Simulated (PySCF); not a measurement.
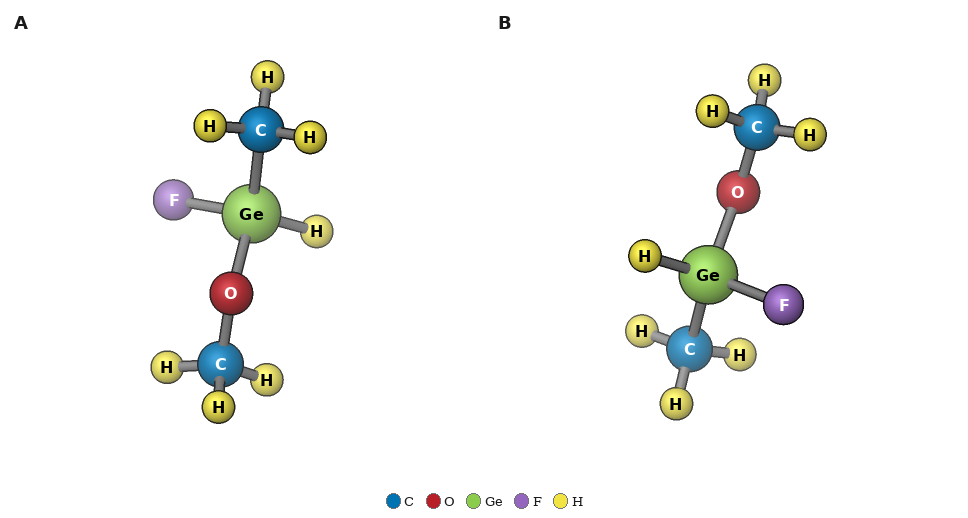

Atoms fade into the background with distance from the viewer. The computed structure is the end point of a PBE0-D3(BJ)/def2-SVP optimisation. No frequency run is at hand to confirm it as a minimum.

> Are A and B the same structure? If not, how do they differ?

No. They are enantiomers, mirror images that no rotation superimposes: A is C[O][Ge@H]([CH3])[F] (), B is C[O][Ge@@H]([CH3])[F] (). Their energies are equal.
